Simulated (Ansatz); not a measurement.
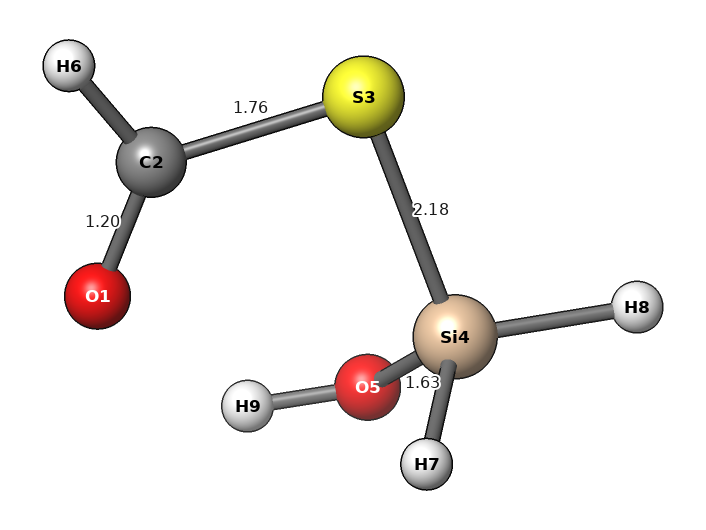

The numbers beside the sticks are distances in Å. Sticks don't show bond order. Computed geometry: PBE0-D4/def2-TZVP optimisation. No frequency run is at hand to confirm it as a minimum.

### Assign a bond order to each marked bond.

O1–C2 double; C2–S3 single; S3–Si4 single; Si4–O5 single.

### Write the SMILES.

O=CS[SiH2]O
